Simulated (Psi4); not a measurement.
**[NH4]+ (ammonium): B3LYP/6-31G(d) (spherical functions)**

Aim: the vertical ionisation energy of [NH4]+ (ammonium) at B3LYP/6-31G* (spherical functions), from 2 runs. 

The results are computed with Psi4 1.11.

2 further runs of the same task are left out: 2 set aside as unsound or not needed.

## 1. The structure to begin with

The species is [NH4]+ (5 atoms), meant as a singlet with charge +1. SMILES: `[NH4+]`. The coordinates come from a PBE0-D4/def2-TZVP relaxation.

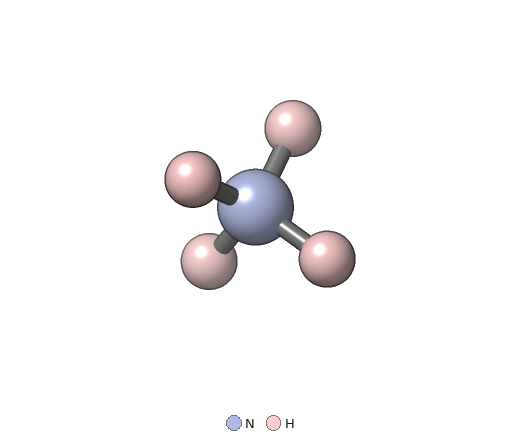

The structure, seen from a chosen angle (nitrogen light blue, hydrogen pink).

## 2. Energy and gradient at B3LYP/6-31G(d) (spherical functions)

Input file calc.in:

```
memory 1.6 GB

molecule mol {
  1 1
  N      0.00001890     0.00001890     0.00000000
  H      0.85666954    -0.84633274     1.51368952
  H     -1.83762638     0.40852099     0.44448248
  H      0.04524004    -1.19706591    -1.51867840
  H      0.93571679     1.63485876    -0.43951250
  units au
  symmetry c1
  no_reorient
  no_com
}

set {
  basis                6-31G*
  puream               true
  e_convergence        1e-09
  d_convergence        1e-08
  scf_type             pk
  dft_radial_points    99
  dft_spherical_points 590
}

energy_value = gradient("b3lyp")
print_variables()
```

The run is started by

```
$ psi4 -n 1 calc.in calc.out
```

calc.out:

```text
[...]
  Running in c1 symmetry.
[...]
  Nuclear repulsion =   16.375270093603586
[...]
  Multiplicity = 1
[...]
  Nalpha       = 5
  Nbeta        = 5
[...]
    Number of basis functions: 22
[...]
   @RKS iter   1:   -56.80436748508622    1.43053e-01   2.13047e-02 ADIIS/DIIS
[...]
   @RKS iter   7:   -56.89253873535027   -3.55271e-14   6.24248e-10 DIIS
[...]
    Orbital Energies [Eh]
    ---------------------
    Doubly Occupied:
       1A    -14.702498     2A     -1.252174     3A     -0.829629
       4A     -0.829615     5A     -0.829610
[...]
  @RKS Final Energy:   -56.89253873535027
   => Energetics <=
    Nuclear Repulsion Energy =             16.3752700936035858
    One-Electron Energy =                -104.9234434856008704
    Two-Electron Energy =                  38.2326869900452380
    DFT Exchange-Correlation Energy =      -6.5770523333982291
    Empirical Dispersion Energy =           0.0000000000000000
    VV10 Nonlocal Energy =                  0.0000000000000000
    Total Energy =                        -56.8925387353502714
[...]
 Multipole Moments:
 ------------------------------------------------------------------------------------
     Multipole            Electronic (a.u.)      Nuclear  (a.u.)        Total (a.u.)
 ------------------------------------------------------------------------------------
 L = 1.  Multiply by 2.5417464519 to convert [e a0] to [Debye]
 Dipole X            :         -0.0001356            0.0001323           -0.0000033
 Dipole Y            :         -0.0001239            0.0001134           -0.0000105
 Dipole Z            :          0.0000126           -0.0000189           -0.0000063
 Magnitude           :                                                    0.0000127
[...]
  -Total Gradient:
     Atom            X                  Y                   Z
    ------   -----------------  -----------------  -----------------
       1        0.000002099597     0.000009263720     0.000003492976
       2       -0.002243801512     0.002207001715    -0.003964057201
       3        0.004813828916    -0.001066894549    -0.001164878459
       4       -0.000117067635     0.003126136414     0.003976247993
       5       -0.002455057343    -0.004275542947     0.001149211790
[...]
```

Run time: 4.2 s. Hardware: 1 thread of Intel Xeon 6975P-C (Granite Rapids), shared host; peak memory 0.41 GiB.

## 3. Doublet [NH4]2+: a single-point energy at UB3LYP/6-31G(d) (spherical functions)

Input file job.inp:

```
memory 1.6 GB

molecule {
  2 2
  N
  H 1 1.023574
  H 1 1.023569 2 109.47147
  H 1 1.023577 3 109.47124 2 119.99561
  H 1 1.023572 3 109.46912 2 -120.00348
  units angstrom
  symmetry c1
  no_reorient
  no_com
}

set {
  basis                6-31G*
  reference            uks
  puream               true
  e_convergence        1e-09
  d_convergence        1e-08
  scf_type             pk
  dft_radial_points    99
  dft_spherical_points 590
  maxiter              100
}

energy_value, wavefunction = energy('b3lyp', return_wfn=True)
oeprop(wavefunction, 'WIBERG_LOWDIN_INDICES', 'MULLIKEN_CHARGES', 'LOWDIN_CHARGES')
```

The run is started by

```
$ psi4 -i job.inp -o job.out -n 1
```

job.out:

```text
[...]
  Running in c1 symmetry.
[...]
  Nuclear repulsion =   16.375268910229742
[...]
  Multiplicity = 2
[...]
  Nalpha       = 5
  Nbeta        = 4
[...]
    Number of basis functions: 22
[...]
   @UKS iter   1:   -55.89703300464881    1.05039e+00   6.73746e-03 ADIIS/DIIS
[...]
   @UKS iter  31:   -55.90905637551050   -1.64846e-12   4.34421e-09 DIIS
[...]
   @S^2 Observed:                7.526750312E-01
[...]
    Orbital Energies [Eh]
    ---------------------
    Alpha Occupied:
       1A    -15.189287     2A     -1.729298     3A     -1.341722
       4A     -1.273628     5A     -1.254196
    Alpha Virtual:
       6A     -0.537257     7A     -0.505043     8A     -0.466524
       9A     -0.450846    10A     -0.064988    11A     -0.044322
      12A     -0.028683    13A      0.167843    14A      0.183298
      15A      0.223939    16A      0.245702    17A      0.674729
      18A      0.762824    19A      0.789380    20A      1.517853
      21A      1.529862    22A      1.570485
[...]
  @UKS Final Energy:   -55.90905637551050
   => Energetics <=
    Nuclear Repulsion Energy =             16.3752689102297424
    One-Electron Energy =                 -99.9473589828307070
    Two-Electron Energy =                  33.9266402757992509
    DFT Exchange-Correlation Energy =      -6.2636065787087905
    Empirical Dispersion Energy =           0.0000000000000000
    VV10 Nonlocal Energy =                  0.0000000000000000
    Total Energy =                        -55.9090563755104952
[...]
 Multipole Moments:
 ------------------------------------------------------------------------------------
     Multipole            Electronic (a.u.)      Nuclear  (a.u.)        Total (a.u.)
 ------------------------------------------------------------------------------------
 L = 1.  Multiply by 2.5417464519 to convert [e a0] to [Debye]
 Dipole X            :         -0.1568052           -0.0000433           -0.1568485
 Dipole Y            :         -0.0905358            0.0000188           -0.0905171
 Dipole Z            :          0.1261882           -0.0000027            0.1261855
 Magnitude           :                                                    0.2207206
[...]
  Mulliken Charges: (a.u.)
   Center  Symbol    Alpha    Beta     Spin     Total
       1     N     4.14238  3.40847  0.73392 -0.55085
       2     H     0.23678  0.08696  0.14982  0.67627
       3     H     0.19180  0.20948 -0.01768  0.59872
       4     H     0.23723  0.08562  0.15162  0.67715
       5     H     0.19180  0.20948 -0.01768  0.59872
   Total alpha =  5.00000, Total beta =  4.00000, Total charge =  2.00000
  Lowdin Charges: (a.u.)
   Center  Symbol    Alpha    Beta     Spin     Total
       1     N     3.81877  3.10210  0.71667  0.07912
[...]
```

Wall time 14 s (1 thread of Intel Xeon 6975P-C (Granite Rapids), shared host); peak memory 0.4 GiB.

## 4. Results

Level: B3LYP/6-31G* (spherical functions).

| quantity | value |
| --- | --- |
| singlet [NH4]+: total energy | -56.89254 Eh |
| singlet [NH4]+: HOMO energy | -22.57 eV |
| singlet [NH4]+: LUMO energy | -5.68 eV |
| singlet [NH4]+: HOMO–LUMO gap | 16.90 eV |
| singlet [NH4]+: largest force on an atom | 0.261 eV/Å |
| doublet [NH4]2+: total energy | -55.90906 Eh |
| doublet [NH4]2+: HOMO energy (highest over α and β) | -33.79 eV |
| doublet [NH4]2+: LUMO energy (lowest over α and β) | -30.89 eV |
| doublet [NH4]2+: ⟨S²⟩ | 0.753 |
| vertical ionisation energy (to the doublet dication) | 26.762 eV |

Removing an electron at fixed nuclei costs 26.76 eV (2582 kJ/mol). The largest force (singlet [NH4]+) is 0.26 eV/Å: the shape isn't a stationary point for this species at this level. −ε(HOMO) before ionisation, 22.57 eV, is 4.19 eV below this ionisation energy. Mulliken charges (doublet [NH4]2+) run from -0.55 on N1 to +0.68 on H4; they depend strongly on the basis.
